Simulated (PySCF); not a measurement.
# Interaction-energy calculation, with input and output: AlHSCl (charge −1)

AlHSCl, charge −1, computed with CCSD(T)/aug-cc-pVDZ and MP2/aug-cc-pVTZ, aug-cc-pVQZ counterpoise interaction energy, frozen core, gas phase (PySCF 2.14.0).

The geometry comes from this level: PBE0-D3(BJ)/def2-TZVPD, rigid scan.

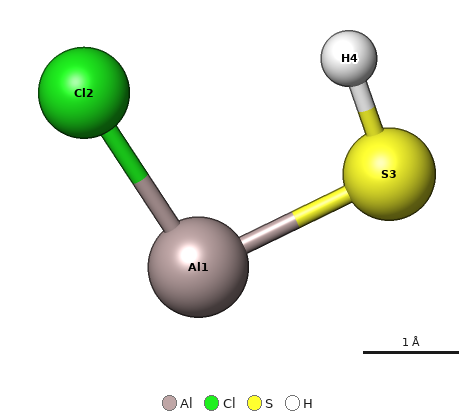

The input geometry (ball-and-stick view, seen at a tilt; atoms are numbered from 1 in the order of the input). Sticks mark near contacts. Bond lengths as drawn: Al–Cl 2.29 Å, Al–S 2.24 Å and H–S 1.34 Å.

Key numbers

```tsv
quantity	value
outcome	converged
T1 diagnostic	0.014
hardware	1 CPU thread, shared host
wall time	72 s
peak memory	0.83 GiB
```

Input file
```
{"job": {"kind": "intercc", "basis": "aug-cc-pVDZ", "basis_mid": "aug-cc-pVTZ", "basis_large": "aug-cc-pVQZ"}, "charge": -1, "multiplicity": 1, "parts": [{"atoms": "0-1", "charge": 0, "multiplicity": 1}, {"atoms": "2-3", "charge": -1, "multiplicity": 1}]}
Al    -0.952792    -0.596332     0.869552
Cl     0.809306    -0.189505    -0.537293
S     -0.694099    -2.812328     1.021681
H      0.378623    -2.885471     0.215601
```

The first line tells a small driver script what to run in PySCF; the rest is the geometry in Å.

Launch command:
```bash
OMP_NUM_THREADS=1 python <driver script> task.json out
```

What the program printed
```
part 1, own basis, geometry of the cluster: E = -701.5079055123 (as before)

part 2, own basis, geometry of the cluster: E = -398.1455483474 (as before)

part 1, own basis, relaxed alone: E = -701.5112535558 (as before)

part 2, own basis, relaxed alone: E = -398.1455263827 (as before)

cluster
final grid: 5496 points
cycle   1  E = -1099.6934692807  dE = -1.214e-01  |g| = 1.458e-01  |ddm| = 2.337e+00
cycle   2  E = -1099.7105815368  dE = -1.711e-02  |g| = 6.076e-02  |ddm| = 6.759e-01
cycle   3  E = -1099.7141690428  dE = -3.588e-03  |g| = 2.691e-02  |ddm| = 2.753e-01
cycle   4  E = -1099.7151122200  dE = -9.432e-04  |g| = 6.255e-03  |ddm| = 1.833e-01
cycle   5  E = -1099.7151672754  dE = -5.506e-05  |g| = 1.950e-03  |ddm| = 4.580e-02
cycle   6  E = -1099.7151723443  dE = -5.069e-06  |g| = 5.323e-04  |ddm| = 1.548e-02
cycle   7  E = -1099.7151727032  dE = -3.590e-07  |g| = 1.411e-04  |ddm| = 4.361e-03
cycle   8  E = -1099.7151727264  dE = -2.318e-08  |g| = 3.970e-05  |ddm| = 1.091e-03
cycle   9  E = -1099.7151727285  dE = -2.086e-09  |g| = 1.161e-05  |ddm| = 3.130e-04
cycle  10  E = -1099.7151727286  dE = -1.537e-10  |g| = 3.666e-06  |ddm| = 6.476e-05
converged SCF energy = -1099.7151727286

part 1 in the basis of the cluster
final grid: 5496 points
cycle   1  E = -701.5079981665  dE = -9.141e-05  |g| = 1.763e-03  |ddm| = 2.320e-01
cycle   2  E = -701.5079997926  dE = -1.626e-06  |g| = 2.795e-04  |ddm| = 3.307e-02
cycle   3  E = -701.5079998551  dE = -6.255e-08  |g| = 3.574e-05  |ddm| = 6.716e-03
cycle   4  E = -701.5079998562  dE = -1.122e-09  |g| = 1.101e-05  |ddm| = 5.548e-04
cycle   5  E = -701.5079998563  dE = -8.481e-11  |g| = 3.376e-06  |ddm| = 7.499e-05
converged SCF energy = -701.5079998563

part 2 in the basis of the cluster
final grid: 5496 points
cycle   1  E = -398.1453674130  dE = -4.638e-05  |g| = 1.449e-03  |ddm| = 1.035e-01
cycle   2  E = -398.1453687206  dE = -1.308e-06  |g| = 3.213e-04  |ddm| = 1.594e-02
cycle   3  E = -398.1453688446  dE = -1.240e-07  |g| = 1.394e-04  |ddm| = 4.070e-03
cycle   4  E = -398.1453688567  dE = -1.212e-08  |g| = 3.392e-05  |ddm| = 8.134e-04
cycle   5  E = -398.1453688586  dE = -1.894e-09  |g| = 7.300e-06  |ddm| = 3.770e-04
cycle   6  E = -398.1453688587  dE = -5.832e-11  |g| = 1.930e-06  |ddm| = 4.970e-05
converged SCF energy = -398.1453688587

Interaction energy (kcal/mol)
  counterpoise      -44.531
  uncorrected       -45.880
  dispersion part     0.000
  deformation         2.106
  binding           -42.426

Decomposition of the uncorrected value (kcal/mol)
  electrostatic    -134.476
  Pauli             185.405
  orbital           -89.800
  dispersion          0.000
  correlation        -7.009

Charge of each part in the cluster: -0.337 -0.663
part 1, own basis, geometry of the cluster: E = -701.5126306296 (as before)

part 2, own basis, geometry of the cluster: E = -398.1488813210 (as before)

part 1, own basis, relaxed alone: E = -701.5164193346 (as before)

part 2, own basis, relaxed alone: E = -398.1488542096 (as before)

cluster
final grid: 5496 points
cycle   1  E = -1099.7021594626  dE = -1.220e-01  |g| = 1.497e-01  |ddm| = 2.634e+00
cycle   2  E = -1099.7193979957  dE = -1.724e-02  |g| = 6.245e-02  |ddm| = 6.151e-01
cycle   3  E = -1099.7229645717  dE = -3.567e-03  |g| = 2.783e-02  |ddm| = 2.627e-01
cycle   4  E = -1099.7239892930  dE = -1.025e-03  |g| = 6.663e-03  |ddm| = 1.855e-01
cycle   5  E = -1099.7240480493  dE = -5.876e-05  |g| = 2.141e-03  |ddm| = 5.027e-02
cycle   6  E = -1099.7240539648  dE = -5.916e-06  |g| = 5.961e-04  |ddm| = 2.031e-02
cycle   7  E = -1099.7240543950  dE = -4.302e-07  |g| = 1.589e-04  |ddm| = 6.687e-03
cycle   8  E = -1099.7240544234  dE = -2.839e-08  |g| = 4.493e-05  |ddm| = 2.032e-03
cycle   9  E = -1099.7240544261  dE = -2.646e-09  |g| = 1.337e-05  |ddm| = 6.224e-04
cycle  10  E = -1099.7240544262  dE = -1.839e-10  |g| = 4.170e-06  |ddm| = 8.025e-05
converged SCF energy = -1099.7240544262

part 1 in the basis of the cluster
final grid: 5496 points
cycle   1  E = -701.5126657674  dE = -3.364e-05  |g| = 1.036e-03  |ddm| = 2.920e-01
cycle   2  E = -701.5126661362  dE = -3.688e-07  |g| = 1.286e-04  |ddm| = 2.622e-02
cycle   3  E = -701.5126661447  dE = -8.501e-09  |g| = 1.443e-05  |ddm| = 3.983e-03
cycle   4  E = -701.5126661448  dE = -1.235e-10  |g| = 3.468e-06  |ddm| = 3.269e-04
converged SCF energy = -701.5126661448

part 2 in the basis of the cluster
final grid: 5496 points
cycle   1  E = -398.1486791853  dE = -1.910e-05  |g| = 1.124e-03  |ddm| = 1.224e-01
cycle   2  E = -398.1486800768  dE = -8.915e-07  |g| = 3.013e-04  |ddm| = 1.746e-02
cycle   3  E = -398.1486801736  dE = -9.677e-08  |g| = 1.435e-04  |ddm| = 4.157e-03
cycle   4  E = -398.1486801876  dE = -1.402e-08  |g| = 3.055e-05  |ddm| = 1.482e-03
cycle   5  E = -398.1486801889  dE = -1.306e-09  |g| = 7.276e-06  |ddm| = 5.554e-04
cycle   6  E = -398.1486801890  dE = -5.718e-11  |g| = 2.046e-06  |ddm| = 8.691e-05
converged SCF energy = -398.1486801890

Interaction energy (kcal/mol)
  counterpoise      -46.439
  uncorrected       -47.146
  dispersion part     0.000
  deformation         2.532
  binding           -43.907

Decomposition of the uncorrected value (kcal/mol)
  electrostatic    -134.601
  Pauli             185.513
  orbital           -90.296
  dispersion          0.000
  correlation        -7.762

Charge of each part in the cluster: -0.338 -0.662
part 1 in the basis of the cluster: E(HF) = -701.488310530  E2 = -0.193380114  E(CCSD corr) = -0.216756448  (T) = -0.006445810
part 2 in the basis of the cluster: E(HF) = -398.133909320  E2 = -0.161965228  E(CCSD corr) = -0.178752221  (T) = -0.006216772
cluster: E(HF) = -1099.679553011  E2 = -0.359767364  E(CCSD corr) = -0.396219209  (T) = -0.013488253

Counterpoise interaction energy (kcal/mol)
  hf_small                 -35.977
  mp2_small                -38.752
  ccsd_small               -36.423
  ccsdt_small              -36.941
  hf_large                 -39.350
  mp2_large                -46.439
  hf_middle                -38.783
  mp2_middle               -44.531
  scs_mp2_large            -44.134
  mp2_limit                -47.417
  ccsdt_less_mp2             1.811
  ccsdt_limit_estimate     -45.606
  bsse_mp2_large             0.707
```
